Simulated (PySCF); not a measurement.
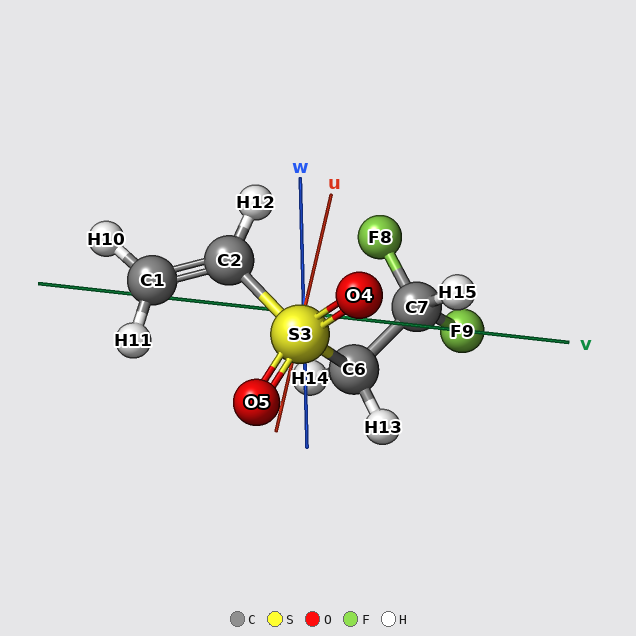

The lines u, v and w are the principal axes of the static dipole polarisability. Computed geometry: GFN2-xTB optimisation. No frequency run is at hand to confirm it as a minimum. Method: CAM-B3LYP/def2-SVPD (PySCF 2.14.0).

Question. Along which axis is the molecule most polarisable, and along which least?

Answer. Most along v (close to the long direction C1···F9), least along u.

Question. Give the three principal values.

Answer. u 66.0, v 91.3, w 69.8 bohr³; mean 75.7, anisotropy 23.6 bohr³.
